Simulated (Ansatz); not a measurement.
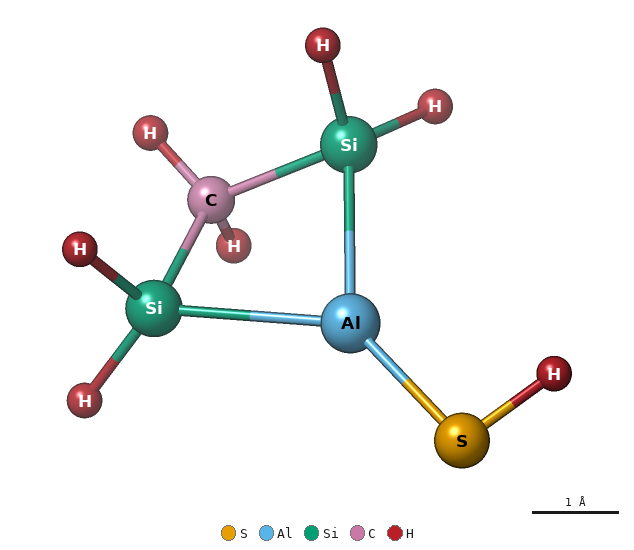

Atoms fade into the background with distance from the viewer. The geometry was computed by an optimisation with PBE0-D4/def2-TZVP. No frequency run is at hand to confirm it as a minimum. Masses are those of the most abundant isotopes; constants are for the rigid equilibrium geometry.

> Classify the rotor and give the rotational constants (MHz).

An asymmetric top (C1): A = 3098, B = 1079, C = 830 MHz. Ray's parameter κ is −0.78, nearer the prolate limit.
